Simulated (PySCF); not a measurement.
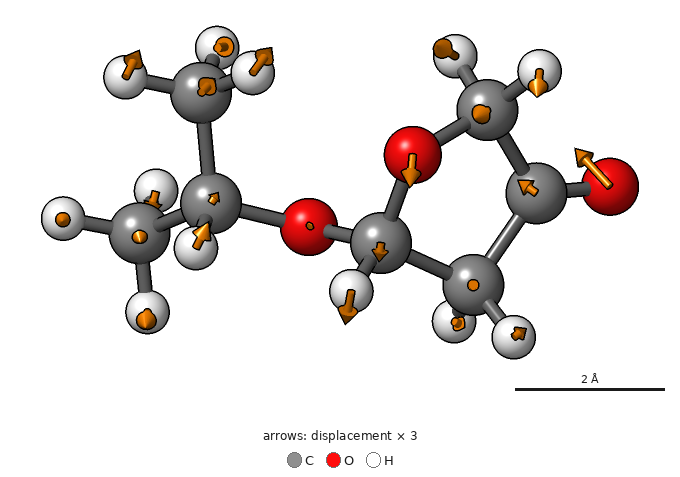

A relaxation of C₇H₁₂O₃. The starting structure is drawn; orange arrows show the displacements, magnified 3 times. The two geometries are superimposed by the best rigid fit.

A ball-and-stick model, seen at a tilt.

The start comes from GFN2-xTB.

The calculation used PBE0-D3(BJ)/def2-SVP geometry optimisation, gas phase (PySCF). 

Question: What did the optimiser do to the structure, and how much energy did it gain?

Answer: After 6 geometry steps the energy has fallen by 1.25 kcal/mol. The largest move after the best rigid fit is that of an O atom, 0.26 Å. Largest moves by element: O 0.26 Å, H 0.26 Å, C 0.15 Å. Some distances before and after: C–C 1.525 → 1.515 Å, C–H 1.092 → 1.101 Å, C–O 1.391 → 1.384 Å, C–O 1.411 → 1.405 Å. Among the angles between lasting bonds that change: C–C–H 111.5° → 113.7°.
